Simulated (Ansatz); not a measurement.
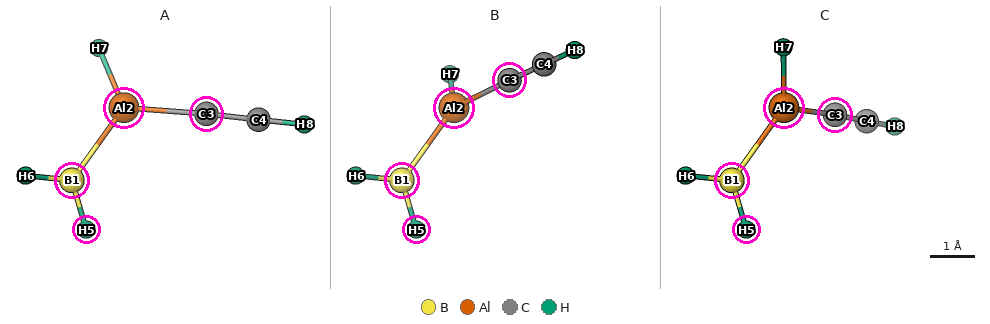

A scan of C₂H₄AlB: the H5–B1–Al2–C3 dihedral angle is varied, with the rest of the molecule carried along rigidly. A ball-and-stick model, seen from a free direction. The ringed atoms are those of the scanned coordinate.

Level of theory: CCSD(T) (def2-TZVPP, Ansatz), on geometries moved rigidly from the minimum at PBE0-D4/def2-TZVP. Coupled cluster with a frozen core. Energies are counted from the PBE0-D4/def2-TZVP minimum geometry at the same level.

Question: Rank the frames from lowest to highest energy.

Answer: Lowest first: B (the dihedral −90.0°, 0.0 kJ/mol), A (the dihedral −39.3°, 6.6 kJ/mol), C (the dihedral 28.2°, 8.6 kJ/mol). Over the whole scan: the lowest computed point lies at the dihedral −90.0° (0.0 kJ/mol). A local maximum lies at 5.7° (11.1 kJ/mol). The highest point, at 5.7°, lies 11.1 kJ/mol above the lowest and gives an upper estimate of the barrier to rotation, since the rotor is rigid.
